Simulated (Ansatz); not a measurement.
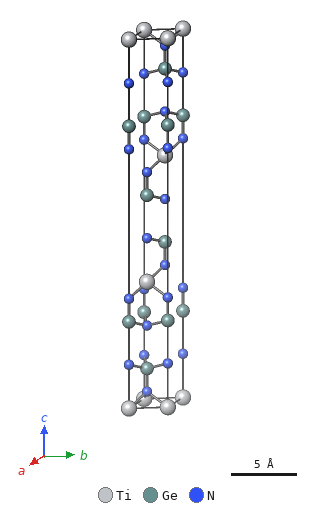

Starting structure of a crystal of TiGe2N4 (built on the MgIn2Se4-166 type type). A ball-and-stick model of the conventional cell (3 times the calculation's cell), seen slightly off an axis. Lengths and directions refer to the drawn axes.

Level of theory: DFT, r2SCAN+rVV10, plane waves, PAW in Ansatz.

Input file:
```yaml
crystal:
  lattice:
    - [1.5242522597, 0.8800274508, 9.9340843334]
    - [-1.5242522597, 0.8800274508, 9.9340843334]
    - [0.0, -1.7600549066, 9.934084333]
  atoms:
    - { symbol: Ti, position: [0.0, 0.0, 0.0] }
    - { symbol: Ge, position: [0.7650619585, 0.7650619585, 0.7650619585] }
    - { symbol: Ge, position: [0.2349380415, 0.2349380415, 0.2349380415] }
    - { symbol: "N", position: [0.8814882657, 0.8814882657, 0.8814882657] }
    - { symbol: "N", position: [0.7026198021, 0.7026198021, 0.7026198021] }
    - { symbol: "N", position: [0.1185117343, 0.1185117343, 0.1185117343] }
    - { symbol: "N", position: [0.2973801979, 0.2973801979, 0.2973801979] }
kpoints:
  mp_grid: { grid: [8, 8, 8] }
hamiltonian:
  xc: r2scan
  dispersion: rvv10
scf:
  occupations: { method: fermi_dirac, width: 0.03 }
relax:
  f_tol: 0.01
  cell: {}
  max_steps: 120
output:
  write_density: true
  write_potential: true
  elf: true
  volumetric_format: npy
```

Run as
```bash
ansatz run input.yaml --threads 4 --pin off --max-ram 4608MiB --backend cpu --events-out ev --progress --plain --runs-dir out
```

### Where does the relaxation end?

Over 5 accepted moves (6 points after the start) the energy falls by 1.9 meV per atom. The largest force component goes from 0.2 to 0.0022 eV/Å. Pressure: −0.81 GPa at the start and 0.00 GPa at the end. At 1 point the geometry stayed and the basis and grid were re-selected for the new cell (energy shift of 0.1 meV per atom at most each time). The largest moves relative to the cell, 0.057 Å, are those of Ge2 and Ge3. Ge3 goes along −c. Largest moves by element: Ge 0.057 Å, N 0.047 Å. Ti stays in place. Cell: a = b 3.049 → 3.051 Å (+0.1 %), c 29.802 → 29.185 Å (−2.1 %). Volume −1.9 %. Some distances before and after: Ge2–N5 1.861 → 1.855 Å. The space group stays R-3m (No. 166).

Step by step:

| step | E − E(0), meV/atom | largest force component, eV/Å | pressure, GPa | volume, Å³/atom | note |
| --- | --- | --- | --- | --- | --- |
| 0 | 0.00 | 0.2040 | -0.81 | 11.422 |  |
| 1 | -1.18 | 0.1928 | -0.13 | 11.094 |  |
| 2 | -1.82 | 0.0420 | -0.57 | 11.262 |  |
| 3 | -1.93 | 0.0298 | -0.40 | 11.227 |  |
| 4 | -1.98 | 0.0074 | 0.02 | 11.205 |  |
| 5 | -1.98 | 0.0023 | 0.00 | 11.206 |  |
| 6 | -1.88 | 0.0022 | 0.00 | 11.206 | same geometry, new basis |

The structure at the end:

```
Ti Ge N
1.0
     1.52566    0.88084    9.72834
    -1.52566    0.88084    9.72834
     0.00000   -1.76168    9.72834
Ti Ge N
1 2 4
Direct
  0.00000 0.00000 0.00000
  0.76703 0.76703 0.76703
  0.23297 0.23297 0.23297
  0.87989 0.87989 0.87989
  0.70348 0.70348 0.70348
  0.12011 0.12011 0.12011
  0.29652 0.29652 0.29652
```

The end point in the same view:

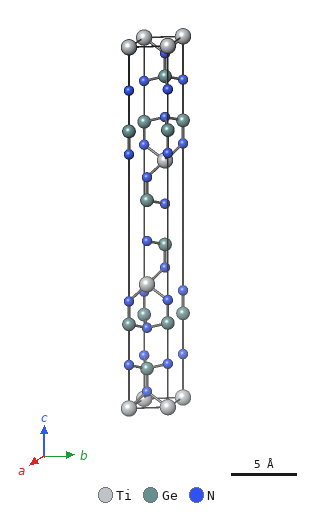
